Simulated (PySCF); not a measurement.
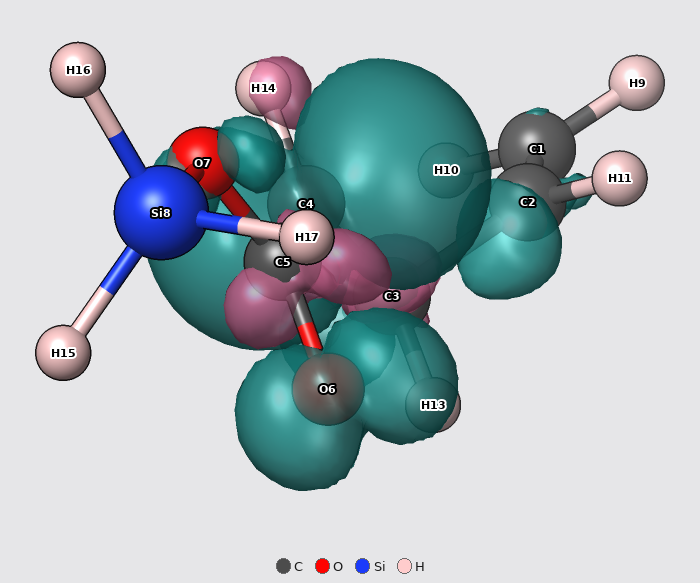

Figure. C$_{5}$H$_{9}$O$_{2}$Si (doublet). Isosurfaces of the spin density (α minus β) at +0.02 (teal) and −0.02 e/Å³ (pink), seen at an oblique angle.

Geometry: GFN2-xTB.

Theory: UKS B3LYP, pcH-1 on C H O Si, non-relativistic, mean-field spin-orbit, GIAO in PySCF 2.14.0, density-fitted response routines.

```xyz
17

C    -3.3626    1.0853   -0.3415
C    -2.1953    0.5976   -0.7154
C    -1.4431   -0.4765    0.0279
C    -0.2067    0.0781    0.6071
C     1.0711   -0.4808    0.3131
O     1.2638   -1.4455   -0.4124
O     2.0921    0.1447    0.9194
Si    3.6469   -0.3876    0.7166
H    -3.8654    1.8501   -0.9086
H    -3.8718    0.7355    0.5418
H    -1.6951    0.9693   -1.5989
H    -2.0897   -0.8581    0.8268
H    -1.1792   -1.2998   -0.6410
H    -0.2532    0.9483    1.2420
H     3.7615   -1.7517    1.2200
H     4.3028    0.6049    1.5571
H     4.0170   -0.3020   -0.6915
```

Where is the unpaired spin?

The unpaired spin (1 electron) lies mostly on C4 (about 0.6) and O6 (about 0.2), in electrons by Hirshfeld's partition.
